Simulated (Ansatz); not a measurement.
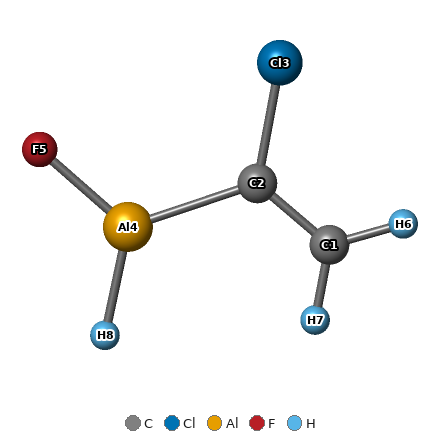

The system is C2H3AlClF, SMILES C=[C](Cl)[AlH][F]; the picture shows the reference structure. The first coordinate is: dihedral H6–C1–C2–Al4; the second: dihedral C1–C2–Al4–F5. Nothing is relaxed (all other coordinates rigid). Grid: 9 × 9 points; 73 points were computed and 8 follow by symmetry. Points are written as (first, second). Energies are in kcal/mol, from the lowest grid point. Energies and slopes of some neighbouring points disagree (a jump in structure or state, or too coarse a mesh). The dihedral twists a double bond; near 90° a spin-restricted reference is unreliable. The calculation used Ansatz, RKS PBE-D4/def2-TZVP.

Its coordinates:

```yaml
atoms:
  - { symbol: C, position_ang: [-1.2541, -0.0706, 0.6570] }
  - { symbol: C, position_ang: [-0.0765, 0.4921, 0.3444] }
  - { symbol: Cl, position_ang: [0.3590, 2.0418, 1.0426] }
  - { symbol: Al, position_ang: [1.1561, -0.3954, -0.8779] }
  - { symbol: F, position_ang: [2.6116, 0.3188, -1.2487] }
  - { symbol: H, position_ang: [-1.9786, 0.3866, 1.3367] }
  - { symbol: H, position_ang: [-1.5211, -1.0368, 0.2191] }
  - { symbol: H, position_ang: [0.7958, -1.7935, -1.5289] }
```

Range: dihedral H6–C1–C2–Al4 from −180 to 140°; dihedral C1–C2–Al4–F5 from −180 to 140°.

Predict the map.

Answer. The lowest grid point is at (−180°, −180°). Other grid points that lie below all their neighbours: (−180°, −20°) (0.46 kcal/mol higher); (−20°, 20°) (4.3 kcal/mol higher); (−20°, −180°) (4.4 kcal/mol higher). The highest grid point, (−100°, 60°), lies 66 kcal/mol above the lowest.

```tsv
dihedral C1–C2–Al4–F5 ↓, dihedral H6–C1–C2–Al4 →	−180	−140	−100	−60	−20	20	60	100	140
140	1	16	60	38	6	5	35	65	18
100	3	18	63	38	7	7	37	63	19
60	2	19	66	35	6	7	40	60	16
20	0	17	64	35	4	5	38	60	15
−20	0	15	60	38	5	4	35	64	17
−60	2	16	60	40	7	6	35	66	19
−100	3	19	63	37	7	7	38	63	18
−140	1	18	65	35	5	6	38	60	16
−180	0	16	62	36	4	4	36	62	16
```

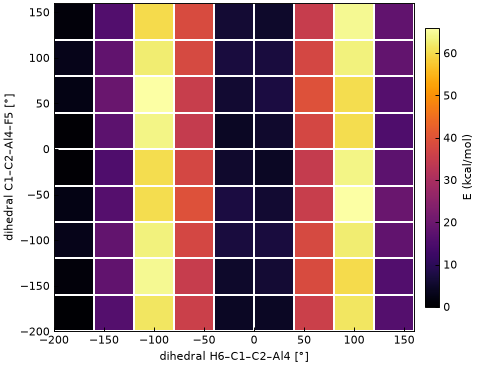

The picture shows one coloured cell a grid point.

The whole map (73 points run) took 10 min on 1 thread of Intel(R) Xeon(R) Platinum 8175M CPU @ 2.50GHz (Skylake/Cascade Lake), on a shared host.
